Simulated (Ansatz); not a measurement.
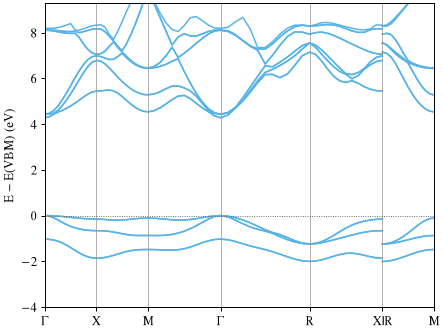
Band structure from plane-wave PAW r²SCAN with spin–orbit coupling (Ansatz code)

Problem. Read off the gap and where the band edges lie.

Solution. About 4.3 eV (4.28 eV by a search for the band edges); maximum at Γ, minimum at Γ.

The material is CsI (CsCl type, space group No. 221).

Space group Pm-3m (CsCl type). Symmetry was held in the r²SCAN relaxation.

Potentials: the later of the program's two PAW sets.
